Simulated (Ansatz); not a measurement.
AlSiH₅SOCl₂: several calculations on one system

### Relaxation

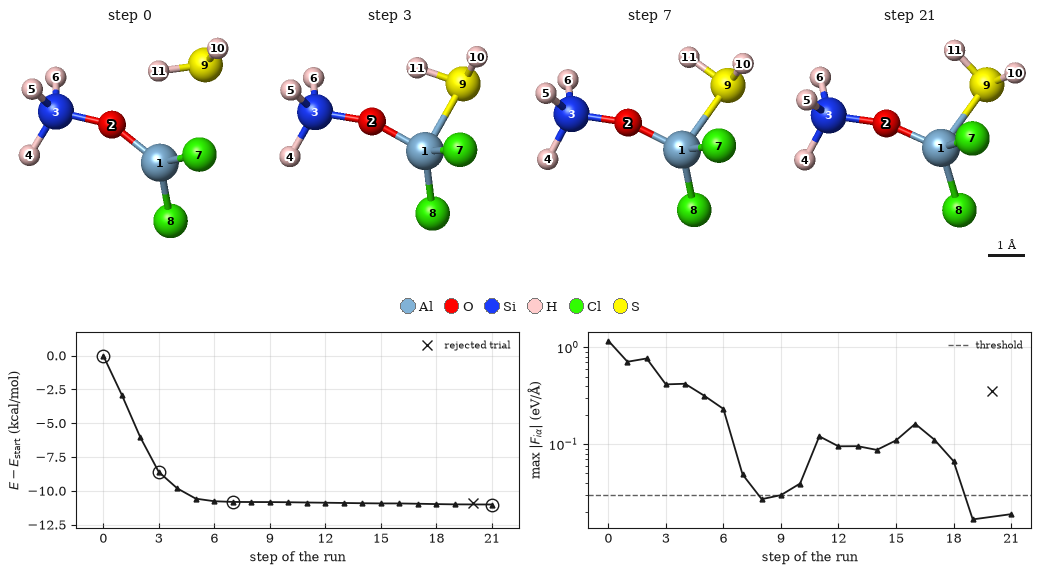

Frames of a relaxation of AlSiH5SOCl2, marked on the history of the run. The picture is a ball-and-stick view, seen at a tilt.

The run prepares an end point of a later path (reaction) calculation, from a guessed geometry.

All numbers below come from Ansatz, RKS B3LYP-D4/def2-SVP.

Input
```yaml
crystal:
  periodic: [false, false, false]
  atoms:
    - { symbol: Al, position_ang: [-0.108068, -0.101139, 0.062097] }
    - { symbol: O, position_ang: [-0.55716, -0.156711, 1.745511] }
    - { symbol: Si, position_ang: [-1.435338, -0.688775, 3.049855] }
    - { symbol: H, position_ang: [-2.529507, -1.603403, 2.611334] }
    - { symbol: H, position_ang: [-0.544663, -1.412944, 3.99995] }
    - { symbol: H, position_ang: [-2.028777, 0.490989, 3.743891] }
    - { symbol: Cl, position_ang: [1.907459, -0.298913, -0.449464] }
    - { symbol: Cl, position_ang: [-1.596327, -0.109071, -1.401795] }
    - { symbol: S, position_ang: [0.111805, 3.13332, 1.235316] }
    - { symbol: H, position_ang: [1.436304, 2.900953, 1.387225] }
    - { symbol: H, position_ang: [-0.217128, 2.018494, 1.98288] }
basis:
  gaussian: { orbitals: def2-SVP }
hamiltonian:
  xc: b3lyp
  dispersion: d4
relax:
  f_tol: 0.03
  max_steps: 50
output:
  orbitals: {}
```

Command:
```bash
ansatz run input.yaml --threads 4 --pin off --max-ram 5120MiB --backend cpu --events-out ev --progress --plain --runs-dir out
```

### Describe the path.

The energy falls by 11.0 kcal/mol in 20 accepted moves (21 points after the start). The largest force component goes from 1.2 to 0.019 eV/Å. The line search rejected the trial step at point 20 of the run. The forces were under the threshold at step 8, but the run went on from there. The atom that moves furthest after the best rigid fit is H10 (0.85 Å). By element the largest moves are H 0.85 Å, S 0.58 Å, Cl 0.50 Å, Al 0.47 Å, O 0.24 Å, Si 0.23 Å. Among the contacts that change: Al1–S9 3.448 → 2.535 Å, Al1–O2 1.743 → 1.702 Å, Al1–Cl7 2.089 → 2.122 Å, S9–H11 1.382 → 1.355 Å. New bonds form, among them: Al1–S9 (3.45 → 2.53 Å). Bond angles that change, for instance: Al1–O2–Si3 154.9° → 163.9°, Cl7–Al1–Cl8 121.1° → 116.9°. Cost: 51 s on 4 threads of AMD EPYC 7B13 (Zen 3), with other jobs on the host, peak memory 0.39 GiB. From step 0 to 3: S9 moves most (0.58 Å), energy −8.60 kcal/mol. From step 3 to 7: H11 moves most (0.50 Å), energy −2.21 kcal/mol. From step 7 to 21: H10 moves most (0.47 Å), energy −0.19 kcal/mol.

Limits of the set-up: the start holds two separate molecules, 2.2 Å apart at their closest, whose relative position is a soft coordinate.

### Relaxation

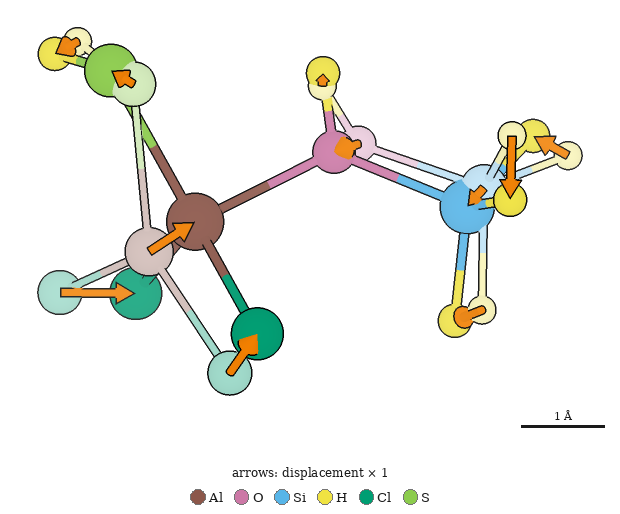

This is a relaxation of AlSiH5SOCl2. The starting structure is drawn faded, the final one solid; orange arrows show the displacements, at their true length. The two geometries are superimposed by the best rigid fit.

A ball-and-stick model, seen face on.

The run prepares an end point of a later path (reaction) calculation, from a guessed geometry.

All numbers below come from Ansatz 0.2.0, RKS B3LYP-D4/def2-SVP.

Input
```yaml
crystal:
  periodic: [false, false, false]
  atoms:
    - { symbol: Al, position_ang: [0.083558, 0.750363, -0.312884] }
    - { symbol: O, position_ang: [-0.123914, 0.081492, 2.56631] }
    - { symbol: Si, position_ang: [-1.488012, -0.627274, 3.257252] }
    - { symbol: H, position_ang: [-2.09903, -1.55393, 2.269529] }
    - { symbol: H, position_ang: [-1.092021, -1.394484, 4.470722] }
    - { symbol: H, position_ang: [-2.459198, 0.43947, 3.635423] }
    - { symbol: Cl, position_ang: [1.812374, -0.160636, -1.067701] }
    - { symbol: Cl, position_ang: [-1.822226, 0.007918, -0.759801] }
    - { symbol: S, position_ang: [0.169831, 2.778248, 0.638689] }
    - { symbol: H, position_ang: [1.524855, 2.785318, 0.687291] }
    - { symbol: H, position_ang: [-0.067619, 1.066313, 2.581971] }
basis:
  gaussian: { orbitals: def2-SVP }
hamiltonian:
  xc: b3lyp
  dispersion: d4
relax:
  f_tol: 0.03
  max_steps: 50
```

Launched with:
```bash
ansatz run input.yaml --threads 4 --pin off --max-ram 5120MiB --backend cpu --events-out ev --progress --plain --runs-dir out
```

**What did the optimiser do to the structure, and how much energy did it gain?**

The energy falls by 86.4 kJ/mol in 12 accepted moves (13 points after the start). The largest force component goes from 0.8 to 0.028 eV/Å. The line search rejected the trial step at point 11 of the run. The atom that moves furthest after the best rigid fit is Cl7 (0.92 Å). By element the largest moves are Cl 0.92 Å, H 0.78 Å, Al 0.67 Å, O 0.52 Å, S 0.34 Å, Si 0.31 Å. Among the contacts that change: Al1–O2 2.963 → 1.940 Å, Al1–Si3 4.137 → 3.325 Å, O2–Si3 1.685 → 1.741 Å, Al1–Cl8 2.094 → 2.135 Å. New bonds form, among them: Al1–O2 (2.96 → 1.94 Å). Bond angles that change, for instance: Cl7–Al1–Cl8 121.3° → 116.2°, O2–Si3–H5 109.6° → 105.3°, O2–Si3–H4 108.8° → 104.6°. Groups turn about O2–Si3 by about 60°. Cost: 35 s on 4 threads of AMD EPYC 7B13 (Zen 3), on a shared host, peak memory 0.39 GiB.

Limits of the set-up: the start holds two separate molecules, 2.6 Å apart at their closest, whose relative position is a soft coordinate.

### Path

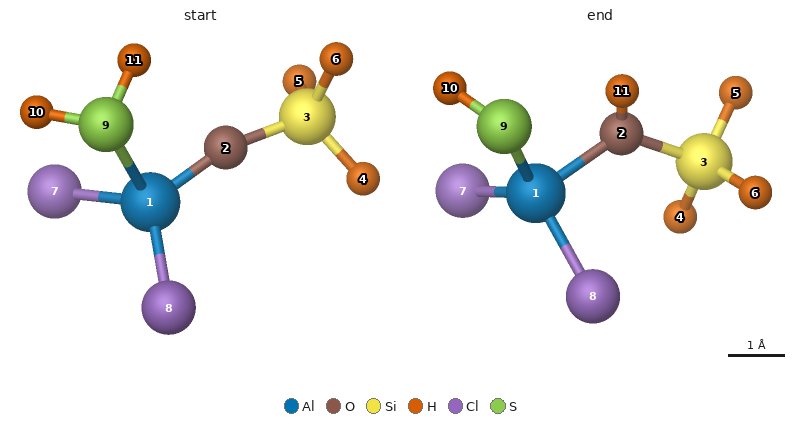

The two relaxed end points of a path for AlSiH5SOCl2. Style: ball-and-stick. Shown at a tilt.

These are results of Ansatz 0.2.0, RKS B3LYP-D4/def2-SVP, not measurements.

Run with 9 movable images; climbing image; force threshold 0.03 eV/Å; iteration limit 60.

Start:
```xyz
11

Al   -0.1022    0.2629    0.3498
O    -0.7526   -0.1347    1.8718
Si   -1.5426   -0.8810    3.1097
H    -2.6562   -1.7370    2.6044
H    -0.6012   -1.7331    3.8945
H    -2.1148    0.1523    4.0259
Cl    1.9597   -0.1300    0.0379
Cl   -1.3594    0.1795   -1.3448
S     0.0355    2.7582    0.7738
H     1.3673    2.8391    0.5351
H     0.2051    2.5965    2.1087
```

End:
```xyz
11

Al   -0.0868    0.7662    0.3180
O    -0.3668    0.4277    2.2075
Si   -1.4350   -0.7153    2.9725
H    -1.3284   -1.9346    2.1480
H    -0.8938   -0.9027    4.3419
H    -2.7993   -0.1416    3.0156
Cl    1.5032   -0.5216   -0.2421
Cl   -2.0310    0.2244   -0.3790
S     0.3491    2.9377    0.4898
H     1.6899    2.7634    0.4388
H    -0.1626    1.2691    2.6557
```

### What barrier does the band find between them, and by what path?

The energy climbs by 39.8 kJ/mol to image 5 and then falls by 45.6 kJ/mol, so the end point sits at −5.8 kJ/mol. A hydrogen atom shifts from one atom to another. Breaking: S9–H11 (1.36 → 1.61 at the top → 2.78 Å). Forming: O2–H11 (2.90 → 1.30 at the top → 0.97 Å). The band converged in 31 iterations. The largest component of the band force went from 16 to 0.028 eV/Å. The climbing image converged on the top of the path. Its vibrational analysis gives one imaginary mode (1008i cm⁻¹), as a transition state must have.

Energies of the converged images:

```json
{"image": "0", "path (Å)": "0.00", "E (kJ/mol)": "0.0"}
{"image": "1", "path (Å)": "0.50", "E (kJ/mol)": "0.3"}
{"image": "2", "path (Å)": "1.00", "E (kJ/mol)": "0.5"}
{"image": "3", "path (Å)": "1.49", "E (kJ/mol)": "2.8"}
{"image": "4", "path (Å)": "1.99", "E (kJ/mol)": "14.7"}
{"image": "5", "path (Å)": "2.49", "E (kJ/mol)": "39.8"}
{"image": "6", "path (Å)": "3.26", "E (kJ/mol)": "1.3"}
{"image": "7", "path (Å)": "4.04", "E (kJ/mol)": "-4.3"}
{"image": "8", "path (Å)": "4.81", "E (kJ/mol)": "-4.5"}
{"image": "9", "path (Å)": "5.59", "E (kJ/mol)": "-5.0"}
{"image": "10", "path (Å)": "6.36", "E (kJ/mol)": "-5.8"}
```

The geometry at the top of the path:

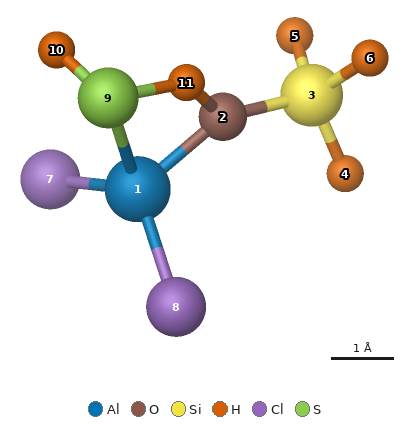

The run took 9.1 min on 4 threads of AMD EPYC 7B13 (Zen 3), on a shared host, peak memory 0.4 GiB.
